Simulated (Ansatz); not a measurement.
GeNH2F: phonon calculation

GeNH2F, SMILES [NH2][Ge][F], computed with RKS BLYP-D4/def2-SVP (Ansatz 0.2.0).

It belongs to a series of runs on one base structure; here: vibrations at the highest image of the band.

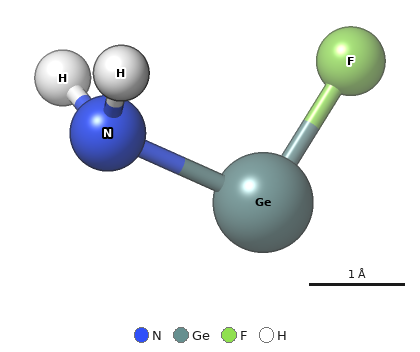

Figure 1. The structure as given in the input (ball-and-stick view, seen at a tilt). Sticks mark near contacts. Bond lengths as drawn: F–Ge 1.80 Å, Ge–N 1.90 Å and H–N 1.03 to 1.04 Å.

**Input**
```yaml
crystal:
  periodic: [false, false, false]
  atoms:
    - { symbol: "N", position_ang: [-0.810392, 0.220852, -0.18574] }
    - { symbol: Ge, position_ang: [0.228192, -0.570301, 1.193191] }
    - { symbol: F, position_ang: [1.871973, -0.576992, 0.454741] }
    - { symbol: H, position_ang: [-0.474477, 1.167991, -0.433606] }
    - { symbol: H, position_ang: [-0.765296, -0.31515, -1.069886] }
basis:
  gaussian: { orbitals: def2-SVP }
hamiltonian:
  xc: blyp
  dispersion: d4
phonons: {}
```

Command:
```bash
ansatz run input.yaml --threads 1 --pin off --max-ram 2048MiB --backend cpu --events-out ev --progress --plain --runs-dir out
```

**Log**
```
Engine: ansatz 0.2.0, aarch64-unknown-linux-gnu
Functional definition: BLYP
  parameter beta = 0.0042
  parameter a = 0.04918
  parameter b = 0.132
  parameter c = 0.2533
  parameter d = 0.349
  exchange = b88_x(beta = beta)
  correlation = lyp_c(a = a, b = b, c = c, d = d)
787 factors; their error is unknown
mean field evaluation 1: about -60737.7630 eV, gradient 7.7e1 eV
mean field evaluation 2: about -60658.5209 eV, gradient 1.7e2 eV
mean field evaluation 4: about -60747.9498 eV, gradient 2.4e1 eV
mean field evaluation 8: about -60749.0753 eV, gradient 6.1e-2 eV
mean field evaluation 16: about -60749.0151 eV, gradient 3.2e-5 eV
mean field -60749.01513821 eV, -2232.4851291679 hartree, gradient 3.2e-5 eV, S^2 0.000000; 0 other end points of the search recorded, 0 dependent functions left out
the calculation of the forces begins
reference -60749.01539257 eV, -2232.4851385154 hartree; 25, 25 occupied and 45, 45 virtual orbitals, 787 factors
these checks for a lower state are left out or cut short: stability, starts, cluster_reference, orbital_swaps, neighbouring_geometries, increment
787 factors; their error is unknown
mean field -60749.01509852 eV, -2232.4851277091 hartree, gradient 1.7e-6 eV, S^2 0.000000; 0 other end points of the search recorded, 0 dependent functions left out
[... from here on the field's lines of each further geometry are left out, up to the last ...]
the calculation of the forces begins
reference -60749.01530186 eV, -2232.4851351817 hartree; 25, 25 occupied and 45, 45 virtual orbitals, 787 factors
these checks for a lower state are left out or cut short: stability, starts, cluster_reference, orbital_swaps, neighbouring_geometries, increment
787 factors; their error is unknown
mean field evaluation 192: about -60749.0752 eV, gradient 1.5e-1 eV
mean field -60749.01504598 eV, -2232.4851257785 hartree, gradient 1.1e-6 eV, S^2 0.000000; 0 other end points of the search recorded, 0 dependent functions left out
the calculation of the forces begins
reference -60749.01530031 eV, -2232.4851351247 hartree; 25, 25 occupied and 45, 45 virtual orbitals, 787 factors
WARN: phonons: modes at or below zero, which the zero-point energy, F, S and C_V leave out: 1, the lowest at -458.81 cm⁻¹. A minimum has none, and a first-order saddle one
Total energy: -60749.17970209 eV, -2232.4911767788 hartree
Atom 0 at    -0.810392     0.220852    -0.185740 Å, force     0.012919     0.002683     0.002582 eV/Å
Atom 1 at     0.228192    -0.570301     1.193191 Å, force    -0.002945     0.000383    -0.003354 eV/Å
Atom 2 at     1.871973    -0.576992     0.454741 Å, force    -0.004359     0.000521    -0.000696 eV/Å
Atom 3 at    -0.474477     1.167991    -0.433606 Å, force    -0.006176    -0.006802    -0.001832 eV/Å
Atom 4 at    -0.765296    -0.315150    -1.069886 Å, force     0.000562     0.003214     0.003300 eV/Å
Dipole moment:    -0.158431     0.058214    -0.063402 e Å
Vibrations: -458.81 225.37 540.03 604.24 609.45 622.42 1475.54 3321.50 3402.61 cm⁻¹, zero-point energy 0.669587 eV
```

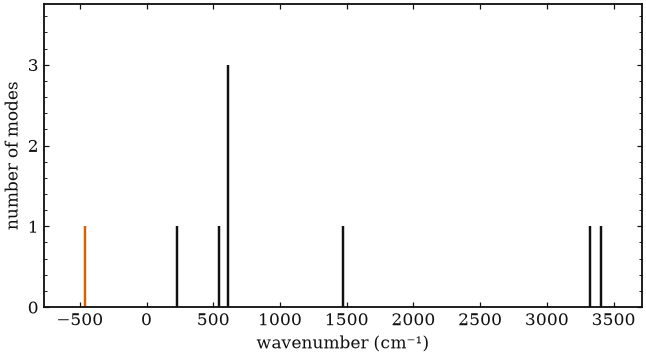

Figure 2. Harmonic vibrational wavenumbers from the force constants; neighbouring modes closer than 18 cm⁻¹ are counted in one stick, and imaginary ones are drawn at negative wavenumbers. 9 modes from 459i to 3403 cm⁻¹, 1 imaginary beyond 8i (459i cm⁻¹): a first-order saddle point, if the geometry is stationary.

**Key numbers**

| quantity | value |
| --- | --- |
| outcome | converged |
| total energy | −60749.1797 eV |
| mean-field energy | −60749.0154 eV |
| largest force (length of the vector) | 0.013 eV/Å |
| hardware | 1 thread of Arm Neoverse V2, 24 GiB of memory available, shared host |
| wall time | 23 s |
| peak memory | 0.1 GiB |
